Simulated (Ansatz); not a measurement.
**C₂H₈Al₂: basis-set convergence**

How large a basis does C₂H₈Al₂ need? Two functionals are run in growing sets.

Program: Ansatz 0.2.0, Gaussian basis. Level of theory: one geometry, several basis sets. These are calculated values, not measurements.

The runs, in order: PBE0-D4/def2-SVP; ωB97M-V/def2-SVP; PBE0-D4/def2-QZVPP; ωB97M-V/def2-QZVPP; the functionals' def2-TZVPP values are taken from earlier runs.

### 1 The geometry

An earlier PBE0-D4 in a triple-zeta def2 set relaxation fixed the geometry.

SMILES `C[CH2][AlH][AlH2]`, 12 atoms, charge 0, spin multiplicity 1.

Atoms are counted from 1 here; the program's logs count them from 0.

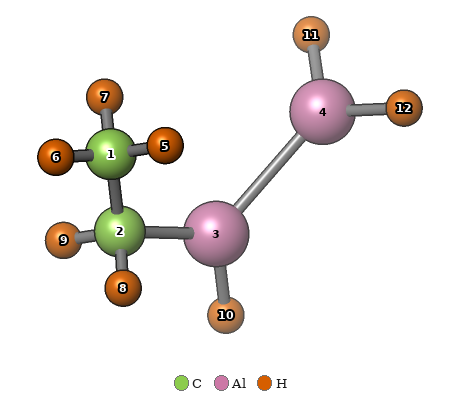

The geometry (carbon green, aluminium pink, hydrogen orange); atoms are numbered from 1 in the order of the file.

### 2 PBE0-D4 in def2-SVP

Input file in.yaml:

```yaml
crystal:
  periodic: [false, false, false]
  atoms:
    - {symbol: C, position_ang: [-0.753535, 1.511573, -0.046382]}
    - {symbol: C, position_ang: [0.265346, 0.978474, 0.957618]}
    - {symbol: Al, position_ang: [0.920962, -0.854727, 0.664959]}
    - {symbol: Al, position_ang: [0.091829, -2.307961, -1.321879]}
    - {symbol: H, position_ang: [-0.350285, 1.521885, -1.063651]}
    - {symbol: H, position_ang: [-1.070533, 2.534045, 0.181440]}
    - {symbol: H, position_ang: [-1.657464, 0.895176, -0.069816]}
    - {symbol: H, position_ang: [1.146175, 1.634194, 0.996501]}
    - {symbol: H, position_ang: [-0.143842, 1.015514, 1.976797]}
    - {symbol: H, position_ang: [1.993892, -1.412796, 1.713983]}
    - {symbol: H, position_ang: [-1.179881, -3.268566, -1.208792]}
    - {symbol: H, position_ang: [0.814437, -2.301813, -2.746878]}
basis:
  gaussian: {orbitals: def2-SVP}
hamiltonian: {xc: pbe0, dispersion: d4}
output: {orbitals: {seedname: orbitals}}
```

Started as:

```sh
$ ansatz run in.yaml --threads 2 --pin off --events-out ev --progress --plain --max-ram 4352MiB
```

After this run come: ωB97M-V in def2-SVP; PBE0-D4 in def2-QZVPP; ωB97M-V in def2-QZVPP.

**Question.** What will the summary of the whole plan be? Wanted: PBE0-D4: double and triple zeta above quadruple; ωB97M-V: double and triple zeta above quadruple.

The runs gave:

| quantity | value |
| --- | --- |
| PBE0-D4: double and triple zeta above quadruple | 7.52, 0.53 eV |
| ωB97M-V: double and triple zeta above quadruple | 7.69, 0.53 eV |

For PBE0-D4 the step from double to triple zeta gains 6.99 eV and the next only 0.53 eV. Total energies overstate the basis error of differences, where much of it tends to cancel.
